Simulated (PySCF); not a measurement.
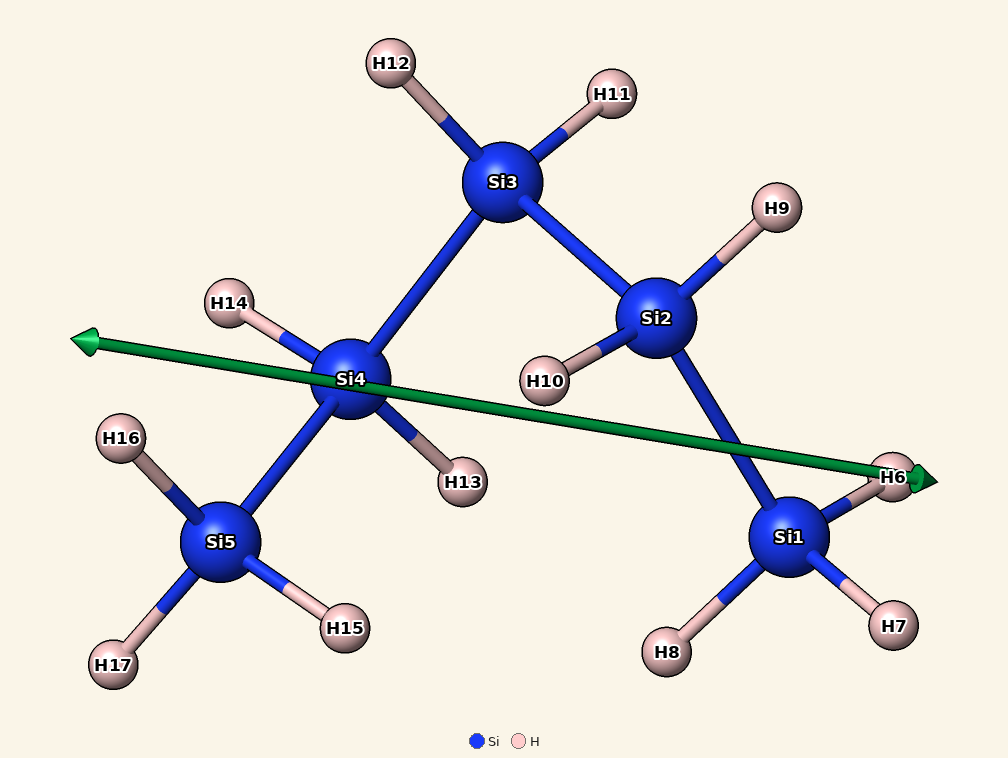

The double arrow shows the direction of the transition dipole to excited singlet state 4 (its length means nothing). The computed structure is the end point of a PBE0-D3(BJ)/def2-SVP optimisation. No frequency run is at hand to confirm it as a minimum. Properties computed with TDDFT PBE0/def2-SVPD, vertical, gas phase, core orbitals frozen in the response (PySCF 2.14.0).

### Give its energy, strength and character.

6.60 eV (188 nm), oscillator strength 0.034, mainly HOMO−1 → LUMO+1 (weight 0.70); transition dipole 1.16 D.
